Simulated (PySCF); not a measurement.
# CHNS (isothiocyanic acid) at CCSD(T)/ANO-RCC-VDZP (sfX2C)

Aim: the vertical ionisation energy of CHNS (isothiocyanic acid) at CCSD(T)/ANO-RCC-VDZP (sfX2C), from 2 runs. Input form: a Python script.

The calculation is run with PySCF 2.14.0.

## Step 1: The system as given

CHNS: 4 atoms, total charge 0, spin state singlet. SMILES: `N=C=S`. Geometry: relaxed at PBE0-D4/def2-TZVP.

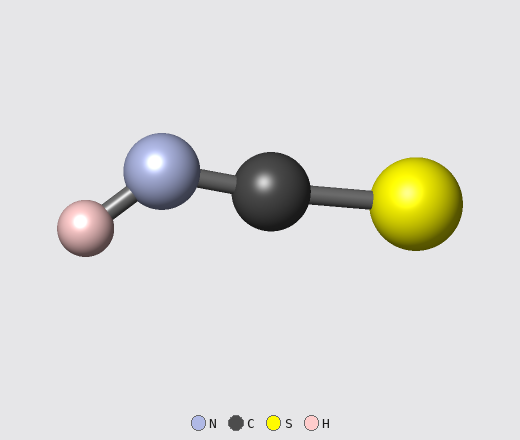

The structure, seen from a chosen angle (nitrogen light blue, carbon dark grey, sulfur yellow, hydrogen pink).

## Step 2: A single-point energy at CCSD(T)/ANO-RCC-VDZP (sfX2C)

The input, job.py:

```python
from pyscf import gto, cc

mol = gto.Mole()
mol.atom = [
    ('N', (-0.250070, 0.634650, -0.475270)),
    ('C', (0.306250, -0.206190, 0.170680)),
    ('S', (1.162880, -1.237190, 0.975330)),
    ('H', (-1.219070, 0.808720, -0.670740)),
]
mol.spin = 0
mol.charge = 0
mol.verbose = 4
mol.basis = 'ano-rcc-vdzp'
mol.max_memory = 1860
mol.build()

mf = mol.RHF()
mf = mf.x2c()
mf.conv_tol = 1e-10
mf.kernel()
if not mf.converged:
    mf = mf.newton().run(mf.mo_coeff, mf.mo_occ)

mycc = cc.CCSD(mf, frozen=7)
mycc.kernel()
e_t = mycc.ccsd_t()
etot = mycc.e_tot + e_t
print('E(%s) = %.9f' % ('CCSD(T)', etot))
```

Run with:

```console
OMP_NUM_THREADS=1 python job.py
```

The program printed:

```text
PySCF version 2.14.0

[INPUT] num. atoms = 4
[INPUT] num. electrons = 30
[INPUT] charge = 0
[INPUT] spin (= nelec alpha-beta = 2S) = 0
[INPUT] symmetry False subgroup None
[INPUT] Mole.unit = angstrom
[INPUT] Symbol           X                Y                Z      unit          X                Y                Z       unit  Magmom
[INPUT]  1 N     -0.250070000000   0.634650000000  -0.475270000000 AA   -0.472563811970   1.199314684955  -0.898130135222 Bohr   0.0
[INPUT]  2 C      0.306250000000  -0.206190000000   0.170680000000 AA    0.578728625648  -0.389642629624   0.322538454941 Bohr   0.0
[INPUT]  3 S      1.162880000000  -1.237190000000   0.975330000000 AA    2.197524715734  -2.337950264051   1.843106581072 Bohr   0.0
[INPUT]  4 H     -1.219070000000   0.808720000000  -0.670740000000 AA   -2.303708426674   1.528259311458  -1.267514900791 Bohr   0.0

nuclear repulsion = 80.2012613194395
number of shells = 11
number of NR pGTOs = 220
number of NR cGTOs = 51
basis = ano-rcc-vdzp
ecp = {}

******** <class 'pyscf.x2c.sfx2c1e.sfX2C1eRHF'> ********
method = sfX2C1eRHF
initial guess = minao
damping factor = 0
level_shift factor = 0
DIIS = <class 'pyscf.scf.diis.CDIIS'>
diis_start_cycle = 1
diis_space = 8
diis_damp = 0
SCF conv_tol = 1e-10
SCF conv_tol_grad = None
SCF max_cycles = 50
direct_scf = True
direct_scf_tol = 1e-13

******** <class 'pyscf.x2c.sfx2c1e.SpinFreeX2CHelper'> ********
approx = 1e
xuncontract = 1
Set gradient conv threshold to 1e-05
Initial guess from minao.
init E= -492.145916589396
  HOMO = -0.291940747563246  LUMO = 0.0381495839397639  gap/eV = 8.98222
cycle= 1 E= -491.523973583259  delta_E= 0.622  |g|= 0.445  |ddm|= 2.97
  HOMO = -0.382326730559817  LUMO = 0.0449360592749795  gap/eV = 11.62641
cycle= 2 E= -491.559713326877  delta_E= -0.0357  |g|= 0.296  |ddm|= 0.669
  HOMO = -0.37431250555249  LUMO = 0.0758729570827246  gap/eV = 12.25017
cycle= 3 E= -491.5830706212  delta_E= -0.0234  |g|= 0.0426  |ddm|= 0.31
  HOMO = -0.371800022323985  LUMO = 0.0794051164239695  gap/eV = 12.27792
cycle= 4 E= -491.58380573962  delta_E= -0.000735  |g|= 0.00852  |ddm|= 0.0645
  HOMO = -0.37288602122094  LUMO = 0.0784808821464242  gap/eV = 12.28232
cycle= 5 E= -491.583868139139  delta_E= -6.24e-05  |g|= 0.00391  |ddm|= 0.02
  HOMO = -0.372718767651814  LUMO = 0.0784111270264685  gap/eV = 12.27587
cycle= 6 E= -491.583892341395  delta_E= -2.42e-05  |g|= 0.00217  |ddm|= 0.0158
  HOMO = -0.372683886502783  LUMO = 0.0782845336642168  gap/eV = 12.27148
cycle= 7 E= -491.58390032957  delta_E= -7.99e-06  |g|= 0.00108  |ddm|= 0.0112
  HOMO = -0.372701107083122  LUMO = 0.0783485504044137  gap/eV = 12.27369
cycle= 8 E= -491.583901655947  delta_E= -1.33e-06  |g|= 0.000317  |ddm|= 0.00485
  HOMO = -0.372672524977165  LUMO = 0.0783501692895321  gap/eV = 12.27295
cycle= 9 E= -491.583901794609  delta_E= -1.39e-07  |g|= 0.000121  |ddm|= 0.00158
  HOMO = -0.372678416315114  LUMO = 0.0783576800357224  gap/eV = 12.27332
cycle= 10 E= -491.583901809747  delta_E= -1.51e-08  |g|= 2.87e-05  |ddm|= 0.000511
  HOMO = -0.372682346035749  LUMO = 0.078357372718437  gap/eV = 12.27342
cycle= 11 E= -491.583901810692  delta_E= -9.46e-10  |g|= 7.4e-06  |ddm|= 0.000136
  HOMO = -0.37268170208017  LUMO = 0.0783579776062027  gap/eV = 12.27341
cycle= 12 E= -491.583901810737  delta_E= -4.48e-11  |g|= 3.36e-06  |ddm|= 2.52e-05
  HOMO = -0.372682179302712  LUMO = 0.0783578992291334  gap/eV = 12.27343
Extra cycle  E= -491.583901810742  delta_E= -4.55e-12  |g|= 2.1e-06  |ddm|= 5.88e-06
converged SCF energy = -491.583901810742

******** <class 'pyscf.cc.ccsd.CCSD'> ********
CC2 = 0
CCSD nocc = 8, nmo = 44
frozen orbitals 7
max_cycle = 50
direct = 0
conv_tol = 1e-07
conv_tol_normt = 1e-05
diis_space = 6
diis_start_cycle = 0
diis_start_energy_diff = 1e+09
Init t2, MP2 energy = -492.016343299438  E_corr(MP2) -0.432441488696132
Init E_corr(CCSD) = -0.432441488697905
cycle = 1  E_corr(CCSD) = -0.42568544821392  dE = 0.00675604048  norm(t1,t2) = 0.0763403
cycle = 2  E_corr(CCSD) = -0.442950762090613  dE = -0.0172653139  norm(t1,t2) = 0.0277424
cycle = 3  E_corr(CCSD) = -0.441817016663352  dE = 0.00113374543  norm(t1,t2) = 0.0154155
cycle = 4  E_corr(CCSD) = -0.444102998272649  dE = -0.00228598161  norm(t1,t2) = 0.00575462
cycle = 5  E_corr(CCSD) = -0.444179699888773  dE = -7.67016161e-05  norm(t1,t2) = 0.0012503
cycle = 6  E_corr(CCSD) = -0.44406543757061  dE = 0.000114262318  norm(t1,t2) = 0.000452954
cycle = 7  E_corr(CCSD) = -0.444039094367039  dE = 2.63432036e-05  norm(t1,t2) = 0.000167091
cycle = 8  E_corr(CCSD) = -0.44405228766737  dE = -1.31933003e-05  norm(t1,t2) = 7.66233e-05
cycle = 9  E_corr(CCSD) = -0.44405015878414  dE = 2.12888323e-06  norm(t1,t2) = 3.49532e-05
cycle = 10  E_corr(CCSD) = -0.444050809931475  dE = -6.51147335e-07  norm(t1,t2) = 1.51852e-05
cycle = 11  E_corr(CCSD) = -0.444050442302537  dE = 3.67628937e-07  norm(t1,t2) = 6.0666e-06
cycle = 12  E_corr(CCSD) = -0.444050274320882  dE = 1.67981655e-07  norm(t1,t2) = 2.45568e-06
cycle = 13  E_corr(CCSD) = -0.444050259216063  dE = 1.51048191e-08  norm(t1,t2) = 8.4472e-07
CCSD converged
E(CCSD) = -492.0279520699578  E_corr = -0.4440502592160633
CCSD(T) correction = -0.0224561788734634
E(CCSD(T)) = -492.050408249
```

It took 5.1 s on 1 thread of Arm Neoverse V2, shared host; peak memory 0.16 GiB.

## Step 3: The doublet cation

The input, input.py:

```python
from pyscf import gto, scf, cc

mol = gto.Mole()
mol.atom = [
    ('N', (-0.250070, 0.634650, -0.475270)),
    ('C', (0.306250, -0.206190, 0.170680)),
    ('S', (1.162880, -1.237190, 0.975330)),
    ('H', (-1.219070, 0.808720, -0.670740)),
]
mol.max_memory = 1860
mol.charge = 1
mol.basis = 'ano-rcc-vdzp'
mol.verbose = 3
mol.spin = 1
mol.build()

mf = scf.UHF(mol)
mf = mf.sfx2c1e()
mf.conv_tol = 1e-10
mf.kernel()
if not mf.converged:
    mf = mf.newton().run(mf.mo_coeff, mf.mo_occ)

mycc = cc.CCSD(mf, frozen=7)
mycc.kernel()
e_t = mycc.ccsd_t()
e_tot = mycc.e_tot + e_t
print(f'total energy: {e_tot:.8f} hartree')
```

Run with:

```console
OMP_NUM_THREADS=1 python input.py
```

The program printed:

```text
converged SCF energy = -491.264030493107  <S^2> = 0.94057528  2S+1 = 2.1822697
E(UCCSD) = -491.675480394087  E_corr = -0.4114499009794783
UCCSD(T) correction = -0.0194573314192532
total energy: -491.69493773 hartree
```

It took 11 s on 1 thread of Arm Neoverse V2, shared host; peak memory 0.28 GiB.

## Step 4: What came out

At CCSD(T)/ANO-RCC-VDZP (sfX2C), 7 core orbitals frozen:

| quantity | value |
| --- | --- |
| singlet CHNS: total energy | -492.05041 Eh |
| singlet CHNS: dipole moment (Hartree–Fock density) | 2.19 D |
| singlet CHNS: HOMO energy (Hartree–Fock orbitals) | -10.14 eV |
| singlet CHNS: LUMO energy (Hartree–Fock orbitals) | 2.13 eV |
| singlet CHNS: HOMO–LUMO gap (Hartree–Fock orbitals) | 12.27 eV |
| singlet CHNS: correlation energy (7 core orbitals frozen) | -466.5 mEh |
| singlet CHNS: (T) correction | -22.46 mEh |
| singlet CHNS: T1 diagnostic | 0.020 |
| doublet cation: total energy | -491.69494 Eh |
| doublet cation: HOMO energy (Hartree–Fock orbitals) (highest over α and β) | -17.84 eV |
| doublet cation: LUMO energy (Hartree–Fock orbitals) (lowest over α and β) | -7.43 eV |
| doublet cation: correlation energy (7 core orbitals frozen) | -430.9 mEh |
| doublet cation: (T) correction | -19.46 mEh |
| doublet cation: ⟨S²⟩ of the reference determinant | 0.941 |
| doublet cation: T1 diagnostic | 0.039 |
| vertical ionisation energy (to the doublet cation) | 9.673 eV |

What this shows: The vertical ionisation energy comes to 9.67 eV (933 kJ/mol). Mulliken charges (singlet CHNS) of the mean-field density run from -0.32 on S3 to +0.38 on C2; they depend strongly on the basis. The triples (singlet CHNS) make up 4.8 % of the correlation energy. ⟨S²⟩ (doublet cation) is 0.94 where a pure doublet has 0.75: the reference is spin-contaminated. Mulliken charges (doublet cation) of the mean-field density run from +0.08 on H4 to +0.40 on C2; they depend strongly on the basis. The triples (doublet cation) make up 4.5 % of the correlation energy.
